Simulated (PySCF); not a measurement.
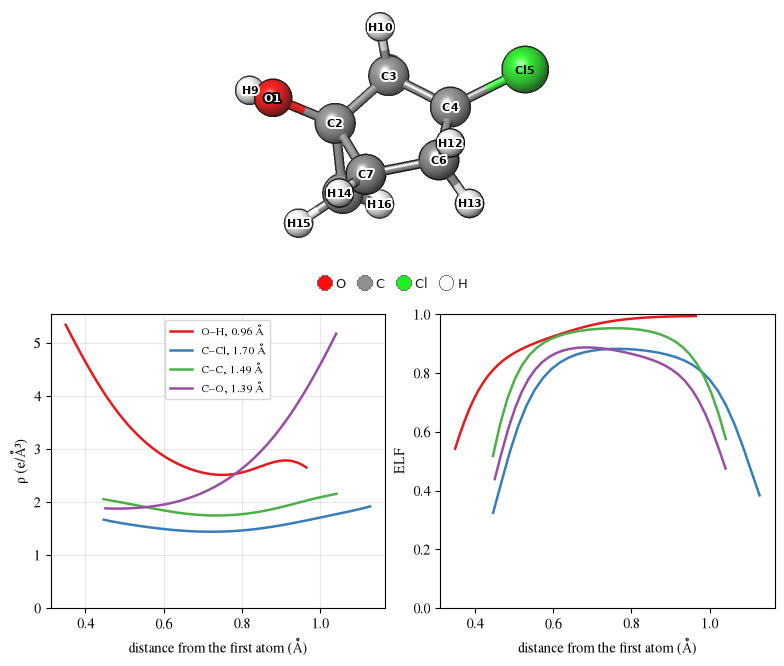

Figure. C$_{6}$H$_{8}$ClO (doublet). Electron density and ELF along straight lines between neighbouring atoms. The curves leave out the atomic cores. The structure is drawn too.

Geometry: GFN2-xTB.

Theory: PySCF, UKS B3LYP, pcH-1 on C Cl H O, non-relativistic, mean-field spin-orbit, GIAO.

```xyz
16

O    -0.7266    1.9007    1.0495
C    -0.3373    0.8434    0.2398
C     1.1478    0.6927   -0.0694
C     1.3028   -0.7751   -0.2547
Cl    2.8277   -1.4841   -0.5153
C     0.1466   -1.5684    0.2486
C    -0.9358   -0.5247    0.4219
C    -1.2744    0.2915   -0.7980
H    -0.7440    2.7138    0.5310
H     1.7384    1.0720    0.7767
H     1.4542    1.2588   -0.9566
H     0.3716   -2.0586    1.2054
H    -0.1439   -2.3580   -0.4530
H    -1.7031   -0.6969    1.1601
H    -2.2657    0.7163   -0.8486
H    -0.8660   -0.0144   -1.7488
```

Q: Compare the contacts.

A: O–H (0.96 Å): ρ at the midpoint is about 3.7 e/Å³; the ELF climbs to about 1 towards the hydrogen, as it does in any bond to H; a covalent bond by its length.
C–Cl (1.70 Å): ρ is about 1.5 e/Å³ halfway; the ELF peaks at about 0.90 between the atoms (a covalent bond).
C–C (1.49 Å): ρ is about 1.7 e/Å³ halfway; the ELF peaks at about 0.95 between the atoms; localised, covalent bonding.
C–O (1.39 Å): ρ at the midpoint is about 2.2 e/Å³, with its minimum of 1.9 e/Å³ about 0.5 Å from C; the ELF peaks at about 0.90 between the atoms: a polar covalent bond.
